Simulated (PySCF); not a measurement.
# HC≡CCF(CH3)2 (C₅H₇F): NMR shifts at several levels of theory, part 2 of 2

PySCF 2.14.0. Atoms count from 0.

## 6. NMR shieldings: BLYP/pcSseg-1

What the job is given:

```
{"job": {"kind": "nmr", "xc": "BLYP", "basis": "pcSseg-1", "pop": false}, "charge": 0, "multiplicity": 1}
C      2.412908     0.679584     0.299276
C      1.220311     0.476372     0.295480
C     -0.227183     0.214250     0.275681
C     -0.828476     0.617434    -1.062076
C     -0.515021    -1.236028     0.632655
F     -0.821883     1.006485     1.251882
H      3.471525     0.863064     0.306060
H     -0.636762     1.681845    -1.253878
H     -0.391366     0.026642    -1.879006
H     -1.915005     0.449478    -1.038313
H     -1.602512    -1.398323     0.649936
H     -0.062087    -1.914875    -0.103221
H     -0.104799    -1.466327     1.625217
```

Method: GIAO BLYP/pcSseg-1 NMR shielding, non-relativistic, gas phase.

Output:

```text
coarse grid: 10856 points
cycle   1  E = -294.2014115348  dE =  4.688e-01  |g| = 7.459e-01  |ddm| = 3.221e+00
cycle   2  E = -294.0519842240  dE =  1.494e-01  |g| = 1.173e+00  |ddm| = 1.675e+00
cycle   3  E = -294.3145556692  dE = -2.626e-01  |g| = 1.749e-01  |ddm| = 1.059e+00
cycle   4  E = -294.3195331870  dE = -4.978e-03  |g| = 5.785e-02  |ddm| = 1.768e-01
cycle   5  E = -294.3198020672  dE = -2.689e-04  |g| = 4.461e-02  |ddm| = 6.603e-02
cycle   6  E = -294.3202876517  dE = -4.856e-04  |g| = 8.062e-03  |ddm| = 3.277e-02
cycle   7  E = -294.3203019537  dE = -1.430e-05  |g| = 2.364e-03  |ddm| = 8.434e-03
cycle   8  E = -294.3203033415  dE = -1.388e-06  |g| = 2.046e-04  |ddm| = 2.960e-03
final grid: 105248 points
cycle   9  E = -294.3880083260  dE = -3.120e-05  |g| = 1.096e-02  |ddm| = 4.038e-02
cycle  10  E = -294.3879495191  dE =  5.881e-05  |g| = 2.097e-02  |ddm| = 2.504e-02
cycle  11  E = -294.3880317341  dE = -8.221e-05  |g| = 2.989e-03  |ddm| = 1.738e-02
cycle  12  E = -294.3880333386  dE = -1.605e-06  |g| = 1.239e-03  |ddm| = 2.559e-03
cycle  13  E = -294.3880337107  dE = -3.721e-07  |g| = 2.749e-04  |ddm| = 1.049e-03
cycle  14  E = -294.3880337268  dE = -1.614e-08  |g| = 4.940e-05  |ddm| = 2.300e-04
cycle  15  E = -294.3880337274  dE = -5.950e-10  |g| = 1.431e-05  |ddm| = 7.195e-05
converged SCF energy = -294.3880337274

GIAO shielding tensors (ppm)
atom      isotropic    diamagn.    paramagn.     s11        s22        s33       span
  0 C      101.513     256.851    -155.339     35.590     40.936    228.012    192.421
  1 C       88.827     262.715    -173.888    -21.033    -10.577    298.092    319.125
  2 C       85.233     235.941    -150.708     51.978     67.877    135.845     83.868
  3 C      142.994     246.798    -103.804    123.482    130.585    174.915     51.433
  4 C      142.972     246.804    -103.831    123.461    130.547    174.910     51.449
  5 F      323.006     473.923    -150.917    290.815    325.837    352.365     61.550
  6 H       29.188      33.622      -4.434     24.814     24.963     37.786     12.971
  7 H       29.513      28.828       0.685     26.416     27.996     34.126      7.709
  8 H       30.034      29.522       0.512     27.277     28.139     34.687      7.410
  9 H       29.901      29.468       0.434     26.815     28.176     34.712      7.897
 10 H       29.902      29.471       0.431     26.814     28.176     34.715      7.900
 11 H       30.033      29.525       0.508     27.279     28.138     34.684      7.405
 12 H       29.512      28.833       0.679     26.417     27.998     34.121      7.705
```

Run time: 16 s. Hardware: 1 thread, shared host.

Key values: δ C2 90.1, C1 86.5, C0 73.8, C3 32.3, H6 2.17, H7 1.55 ppm (means over like atoms).

## 7. Shielding tensors: BP86/pcSseg-1

Settings changed since step 6:

```diff
@@ -1,2 +1,2 @@
-{"job": {"kind": "nmr", "xc": "BLYP", "basis": "pcSseg-1", "pop": false}, "charge": 0, "multiplicity": 1}
+{"job": {"kind": "nmr", "xc": "BP86", "basis": "pcSseg-1", "pop": false}, "charge": 0, "multiplicity": 1}
 C      2.412908     0.679584     0.299276
```

With the program's defaults for keys left out, this is: GIAO BP86/pcSseg-1 NMR shielding, non-relativistic, gas phase.

Output:

```text
coarse grid: 10856 points
cycle   1  E = -294.3187609423  dE =  4.706e-01  |g| = 7.012e-01  |ddm| = 3.210e+00
cycle   2  E = -294.1992155748  dE =  1.195e-01  |g| = 1.080e+00  |ddm| = 1.500e+00
cycle   3  E = -294.4195364018  dE = -2.203e-01  |g| = 1.660e-01  |ddm| = 9.399e-01
cycle   4  E = -294.4241253196  dE = -4.589e-03  |g| = 5.309e-02  |ddm| = 1.655e-01
cycle   5  E = -294.4243548277  dE = -2.295e-04  |g| = 4.051e-02  |ddm| = 5.980e-02
cycle   6  E = -294.4247593933  dE = -4.046e-04  |g| = 7.215e-03  |ddm| = 3.014e-02
cycle   7  E = -294.4247710654  dE = -1.167e-05  |g| = 2.065e-03  |ddm| = 7.921e-03
cycle   8  E = -294.4247721023  dE = -1.037e-06  |g| = 1.797e-04  |ddm| = 2.525e-03
final grid: 105248 points
cycle   9  E = -294.4853178001  dE = -4.946e-05  |g| = 4.879e-03  |ddm| = 4.764e-02
cycle  10  E = -294.4853080570  dE =  9.743e-06  |g| = 8.136e-03  |ddm| = 1.113e-02
cycle  11  E = -294.4853230868  dE = -1.503e-05  |g| = 1.554e-03  |ddm| = 7.070e-03
cycle  12  E = -294.4853234692  dE = -3.824e-07  |g| = 8.302e-04  |ddm| = 1.517e-03
cycle  13  E = -294.4853236266  dE = -1.574e-07  |g| = 2.892e-04  |ddm| = 7.052e-04
cycle  14  E = -294.4853236434  dE = -1.688e-08  |g| = 3.459e-05  |ddm| = 2.354e-04
cycle  15  E = -294.4853236437  dE = -2.633e-10  |g| = 1.249e-05  |ddm| = 5.615e-05
converged SCF energy = -294.4853236437

GIAO shielding tensors (ppm)
atom      isotropic    diamagn.    paramagn.     s11        s22        s33       span
  0 C      103.340     258.173    -154.834     38.403     43.694    227.922    189.518
  1 C       92.130     262.941    -170.812    -16.016     -5.506    297.911    313.928
  2 C       90.584     235.624    -145.040     57.452     73.254    141.046     83.594
  3 C      147.851     248.154    -100.303    128.501    136.184    178.869     50.368
  4 C      147.830     248.160    -100.330    128.480    136.147    178.864     50.384
  5 F      323.924     473.483    -149.559    291.219    328.222    352.330     61.110
  6 H       28.989      33.299      -4.310     24.565     24.712     37.691     13.126
  7 H       29.388      28.735       0.652     26.145     27.780     34.239      8.095
  8 H       29.961      29.311       0.650     27.064     28.018     34.801      7.737
  9 H       29.794      29.420       0.373     26.583     27.973     34.826      8.243
 10 H       29.794      29.423       0.371     26.582     27.973     34.828      8.246
 11 H       29.961      29.314       0.647     27.066     28.018     34.798      7.732
 12 H       29.387      28.740       0.647     26.145     27.781     34.235      8.090
```

It took 16 s on 1 thread, shared host.

This run: δ C2 89.2, C1 87.6, C0 76.4, C3 31.9, H6 2.28, H7 1.55 ppm (means over like atoms).

## 8. NMR shieldings: OPBE/pcSseg-1

Settings changed since step 7:

```diff
@@ -1,2 +1,2 @@
-{"job": {"kind": "nmr", "xc": "BP86", "basis": "pcSseg-1", "pop": false}, "charge": 0, "multiplicity": 1}
+{"job": {"kind": "nmr", "xc": "OPBE", "basis": "pcSseg-1", "pop": false}, "charge": 0, "multiplicity": 1}
 C      2.412908     0.679584     0.299276
```

Method: GIAO OPBE/pcSseg-1 NMR shielding, non-relativistic, gas phase.

Output:

```text
coarse grid: 10856 points
cycle   1  E = -294.2138012756  dE =  4.639e-01  |g| = 6.825e-01  |ddm| = 3.198e+00
cycle   2  E = -294.1122791813  dE =  1.015e-01  |g| = 1.027e+00  |ddm| = 1.465e+00
cycle   3  E = -294.3092742555  dE = -1.970e-01  |g| = 1.555e-01  |ddm| = 9.353e-01
cycle   4  E = -294.3136639282  dE = -4.390e-03  |g| = 4.536e-02  |ddm| = 1.712e-01
cycle   5  E = -294.3137946848  dE = -1.308e-04  |g| = 3.595e-02  |ddm| = 5.176e-02
cycle   6  E = -294.3141094828  dE = -3.148e-04  |g| = 8.159e-03  |ddm| = 2.753e-02
cycle   7  E = -294.3141250402  dE = -1.556e-05  |g| = 2.001e-03  |ddm| = 7.865e-03
cycle   8  E = -294.3141260318  dE = -9.916e-07  |g| = 1.842e-04  |ddm| = 2.821e-03
final grid: 105248 points
cycle   9  E = -294.3442415515  dE = -1.659e-04  |g| = 1.450e-02  |ddm| = 8.588e-02
cycle  10  E = -294.3441913785  dE =  5.017e-05  |g| = 2.176e-02  |ddm| = 3.131e-02
cycle  11  E = -294.3442720688  dE = -8.069e-05  |g| = 4.872e-03  |ddm| = 2.126e-02
cycle  12  E = -294.3442776028  dE = -5.534e-06  |g| = 1.496e-03  |ddm| = 3.868e-03
cycle  13  E = -294.3442780504  dE = -4.476e-07  |g| = 5.354e-04  |ddm| = 1.555e-03
cycle  14  E = -294.3442781173  dE = -6.692e-08  |g| = 1.016e-04  |ddm| = 5.436e-04
cycle  15  E = -294.3442781195  dE = -2.159e-09  |g| = 2.431e-05  |ddm| = 1.378e-04
cycle  16  E = -294.3442781196  dE = -1.487e-10  |g| = 5.134e-06  |ddm| = 4.114e-05
converged SCF energy = -294.3442781196

GIAO shielding tensors (ppm)
atom      isotropic    diamagn.    paramagn.     s11        s22        s33       span
  0 C      111.227     254.384    -143.156     48.632     53.554    231.496    182.864
  1 C      101.407     262.612    -161.205     -1.352      8.579    296.993    298.345
  2 C      100.656     235.807    -135.152     69.627     84.177    148.162     78.535
  3 C      155.523     248.277     -92.754    137.963    144.765    183.840     45.877
  4 C      155.505     248.282     -92.777    137.945    144.734    183.836     45.890
  5 F      329.790     473.266    -143.476    295.343    333.664    360.364     65.022
  6 H       28.891      33.750      -4.859     24.329     24.509     37.835     13.506
  7 H       29.399      28.705       0.694     26.001     27.702     34.493      8.492
  8 H       29.954      29.098       0.855     26.902     27.939     35.020      8.118
  9 H       29.790      29.483       0.306     26.418     27.920     35.031      8.613
 10 H       29.790      29.486       0.304     26.418     27.919     35.033      8.615
 11 H       29.953      29.101       0.852     26.904     27.938     35.018      8.114
 12 H       29.398      28.708       0.690     26.002     27.704     34.489      8.487
```

It took 17 s on 1 thread, shared host.

This run: δ C2 84.5, C1 83.7, C0 73.9, C3 29.6, H6 2.34, H7 1.52 ppm (means over like atoms).

## 9. Run by run: NMR shifts

Shifts (ppm), means over like atoms, with basis size and wall time (the measured row can stand on another reference than the computed rows):

| run | C0 | C1 | C2 | C3 | H6 | H7 | F5 | functions | time |
| --- | --- | --- | --- | --- | --- | --- | --- | --- | --- |
| HF/pcSseg-1 | 84.4 | 83.4 | 74.5 | 29.4 | 3.05 | 1.55 | -132.3 | 137 | 4.1 s |
| LDA/pcSseg-1 | 83.3 | 94.1 | 91.9 | 32.3 | 2.24 | 1.56 | -182.3 | 137 | 12 s |
| PBE/pcSseg-1 | 76.5 | 87.7 | 88.8 | 31.6 | 2.25 | 1.54 | -178.3 | 137 | 17 s |
| BLYP/pcSseg-1 | 73.8 | 86.5 | 90.1 | 32.3 | 2.17 | 1.55 | -177.5 | 137 | 16 s |
| BP86/pcSseg-1 | 76.4 | 87.6 | 89.2 | 31.9 | 2.28 | 1.55 | -179.2 | 137 | 16 s |
| OPBE/pcSseg-1 | 73.9 | 83.7 | 84.5 | 29.6 | 2.34 | 1.52 | -173.8 | 137 | 17 s |
| measured | – | – | – | – | – | – | -129.3 | – | – |

Measured: G. Saielli, R. Bini, A. Bagno, Computational 19F NMR. 2. Organic compounds, RSC Adv. 2014, ESI (exp. from Berger-Braun-Kalinowski 1994 and Everett 1995).

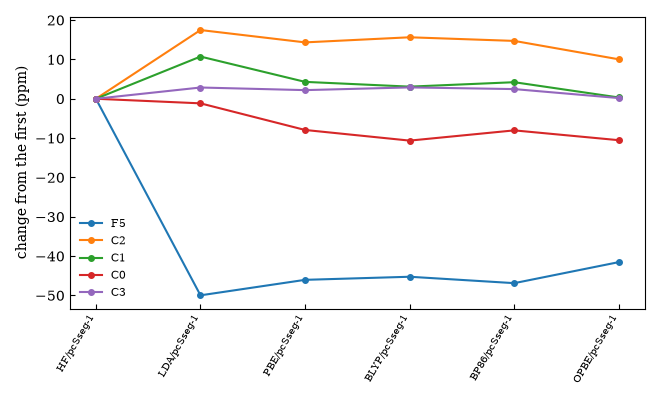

How five of the tabulated atoms move from run to run.

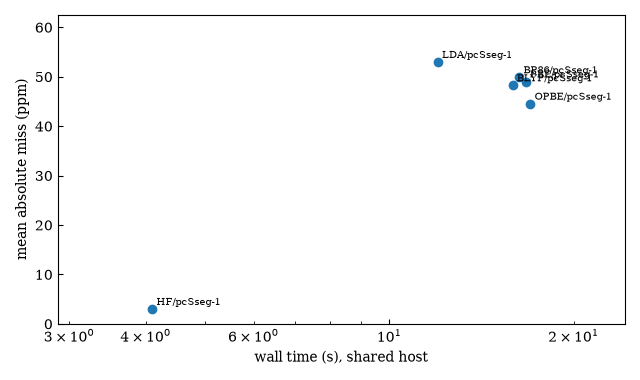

Cost against miss for the one measured 19F shift.

## 10. Summary of results

The summary covers parts 1 to 2.

```
                                                             quantity                       value
                                                          point group                          Cs
                                 rotational constants (main isotopes)        4.85, 2.76, 2.69 GHz
13C shifts against TMS (HF/pcSseg-1, means over atoms taken as alike)  84.4, 83.4, 74.5, 29.4 ppm
 1H shifts against TMS (HF/pcSseg-1, means over atoms taken as alike)              3.05, 1.55 ppm
                               19F shifts against CFCl3 (HF/pcSseg-1)                  -132.3 ppm
                             measured, and computed on the same scale     F5 δ -129.3, -132.3 ppm
                                             range of the shift of F5        -182.3 to -132.3 ppm
```

Single values in the summary come from the first run of each kind that ended normally (HF/pcSseg-1), which need not be the best level. The optimisation took 3 steps and gained 0.031 eV; among the close pairs (by a distance rule), C2–F5 changed most, from 1.364 to 1.391 Å. At HF/pcSseg-1: The widest tensor belongs to C1: span 321 ppm, with a paramagnetic part of -161 ppm. The one measured 19F shift is missed by -3.0 ppm (computed less measured, unscaled). Vibration, temperature and solvent are missing from the calculation, and it holds one conformer, so part of the miss against the measured shifts is not the functional's. Across the 6 runs the shift of F5 moves most, between -182.3 (LDA/pcSseg-1) and -132.3 ppm (HF/pcSseg-1). For the one measured 19F shift, HF/pcSseg-1 misses least (3.0 ppm, 4.1 s) and LDA/pcSseg-1 most (53.0 ppm, 12 s). One molecule ranks no method: errors cancel, and vibration and temperature are missing from all runs.
